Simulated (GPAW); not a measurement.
# MnHg: exchange couplings by hand from total energies

Aim: get Heisenberg couplings of MnHg from the energies of collinear orders, with pencil and paper, and test them on an order left out of the fit.

Calculated with GPAW 26.7.0; PBE; plane waves with GPAW's PAW setups, scalar-relativistic.

### 1. Starting point

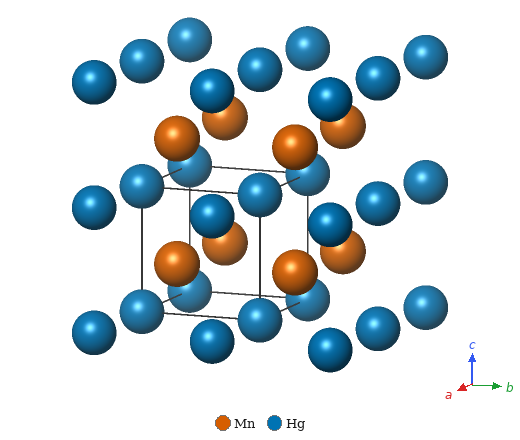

Start, viewed slightly off an axis; manganese orange, mercury blue. 2×2×2 cells are drawn. Some periodic images of atoms are drawn too.

### 2. The parallel order

All energies count from this run.

Contents of order1.py:

```python
import json
import numpy as np
from ase import Atoms
from ase.parallel import paropen, parprint
from gpaw import GPAW

atoms = Atoms(['Mn', 'Hg'],
    cell=[[3.315, 0.0, 0.0],
         [0.0, 3.315, 0.0],
         [0.0, 0.0, 3.315]],
    scaled_positions=[[0.5, 0.5, 0.5],
         [0.0, 0.0, 0.0]],
    pbc=True,
    magmoms=[3.5, 0.0])
atoms.calc = GPAW(mode={'name': 'pw', 'ecut': 550},
    xc='PBE',
    kpts={'size': (8, 8, 8), 'gamma': True},
    occupations={'name': 'methfessel-paxton', 'width': 0.1},
    convergence={'density': 1e-05, 'energy': 1e-05},
    maxiter=200,
    symmetry={'tolerance': 1e-4},
    txt='order1.txt')
e = atoms.get_potential_energy(force_consistent=True)
res = {'free_energy': e, 'energy_sigma0': atoms.get_potential_energy(), 'fermi_energy': atoms.calc.get_fermi_level()}
res['moments'] = atoms.get_magnetic_moments().tolist()
res['total'] = atoms.get_magnetic_moment()
parprint('site moments (muB):', np.round(res['moments'], 3))
parprint(f"total moment: {res['total']:.3f} muB")
parprint(f'free energy: {e:.6f} eV')
atoms.calc.write('order1.gpw')
n = atoms.calc.get_pseudo_density()
up, down = (atoms.calc.get_pseudo_density(spin=i) for i in (0, 1))
np.savez('grids.npz', density=n, spin=up - down)
with paropen('results.json', 'w') as f:
    json.dump(res, f)
```

Started as:

```console
$ OMP_NUM_THREADS=1 mpirun -n 2 gpaw python order1.py > order1.log
```

Log:

```text
site moments (muB): [ 3.72  -0.033]
total moment: 3.891 muB
free energy: -9.901281 eV

--- order1.txt ---
Input parameters:
  mode=PW(ecut=550),
  convergence={'density': 1e-05, 'energy': 1e-05},
  kpts=MonkhorstPack(size=(8, 8, 8), gamma=True),
  maxiter=200,
  occupations=Occupations(name='methfessel-paxton', width=0.1),
  symmetry=Symmetry(tolerance=0.0001),
  xc=XC(name='PBE')

Diagonalizing LCAO Hamiltonian
[...]
|         11 |         1.199 |     1.000 |         1.251 |     1.000 |
[...]
|         20 |        13.246 |     0.000 |        13.597 |     0.000 |
|         21 |        17.180 |     0.000 |        18.301 |     0.000 |
|         22 |        19.597 |     0.000 |        20.564 |     0.000 |
|        ... |               |           |               |           |
|         24 |        29.075 |     0.000 |        30.008 |     0.000 |

No gap
No difference between direct/indirect transitions

[key lines of the parts left out:]
Free energy:      -9.901281
Converged in 13 steps
dipole moment: (-11.600760, -11.600760, -11.600760)  # |e|*Ang
Fermi level: 8.405
```

The job ended after 25 s (2 MPI ranks of Arm Neoverse V1, shared host; peak memory 0.36 GiB).

Spin moment in the augmentation sphere by atom:

```tsv
atom	spin moment in the augmentation sphere (μB)
Mn1	3.72
Hg2	-0.03
```

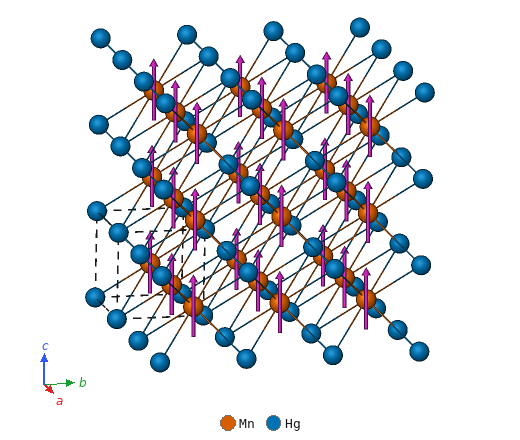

Spin moment in the augmentation sphere as arrows, the longest 3.72 μB. Up and down stand for the sign. Arrows give size and sign along the axis of quantisation, drawn up and down the page. 3×3×3 cells are drawn. Some periodic images of atoms are drawn too.

Numbers from this step:

- magnetization: 3.891 μB
- final state: ferromagnetic

After 13 cycles the largest moment stands at 3.72 μB.

### 3. The orders used for the fit

The other orders were run with the same settings, on meshes that hold the same points. Free energies (smearing 0.1 eV, its entropy term included) are divided by the number of Mn atoms; q is in fractions of the reciprocal vectors of the first run's cell.

```tsv
order	atoms	mesh	free energy (eV)	eV per Mn	largest moment (μB)
F +	2	8×8×8	-9.9013	-9.9013	3.72
AF q=(0,1/2,1/2) +-	4	8×4×8	-19.6570	-9.8285	3.70
AF q=(0,0,1/2) +-	4	8×8×4	-19.8848	-9.9424	3.70
```

### 4. Counting neighbours

With E = −Σ J e_i·e_j over ordered pairs of unit vectors, turning a neighbour from parallel to opposed costs 2J a Mn atom. So an order lies 2 Σ n J over the parallel one, n being the opposed neighbours in each shell.

```tsv
shell	distance (Å)	neighbours	opposed in AF q=(0,1/2,1/2) +-	opposed in AF q=(0,0,1/2) +-	opposed in AF q=(1/2,1/2,1/2) +-
J1	3.31	6	4	2	6
J2	4.69	12	8	8	0
J3	5.74	8	0	8	8
```

Only J1 and J2 are kept.

### 5. Solving

```
2 × 4 × J1 + 2 × 8 × J2 = +72.80 meV    (AF q=(0,1/2,1/2) +-)
2 × 2 × J1 + 2 × 8 × J2 = -41.13 meV    (AF q=(0,0,1/2) +-)
J1 = +28.48 meV
J2 = -9.69 meV
```

### 6. The test

The couplings now give the orders that were left out:

```
2 × 6 × (+28.48) = +341.76 meV    (AF q=(1/2,1/2,1/2) +-)
```

The runs themselves:

```tsv
order	atoms	mesh	free energy (eV)	eV per Mn	largest moment (μB)	over the parallel order (meV)	foretold (meV)
AF q=(1/2,1/2,1/2) +-	4	4×8×8	-19.9759	-9.9879	3.70	-86.65	+341.76
```

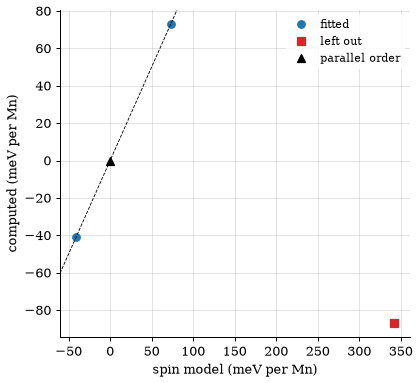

Computed energies of the orders against the model; the dashed line marks agreement.

### 7. Summary of results

```
J1 (Mn–Mn at 3.31 Å)                : 28.5 meV
J2 (Mn–Mn at 4.69 Å)                : -9.69 meV
largest miss on the orders left out : 428 meV
```

The model misses the order left out by 428 meV, 269 % of the span of the orders, so it fails: these couplings alone don't describe the crystal. The first dropped shell that the test feels is J3 at 5.74 Å. The site moments spread by 0.67 % over the orders. In a metal couplings reach far, and the mesh was not tested. The couplings are effective ones: further shells with opposed neighbours are folded into them or show in the miss. No mean-field temperature is given: it needs a model that holds, an unfrustrated order and couplings in all three dimensions. The smearing is not Fermi–Dirac, so its width is no temperature.

[Logs and program files are shortened in this print: banners, set-up blocks, solver, clock and traceback lines can be left out without a mark of their own.]

[Logs are printed without paths, hosts, clocks, repeated set-up lines and the standing remarks that a program may print on its own settings, such as how far it seeks lower states.]

[Hosts, paths, dates, database ids (printed as entryN), source tags and the programs' standing remarks are cut or masked in the printed files.]

[Where a cell is said to come from a database of computed structures, the database is the Materials Project.]
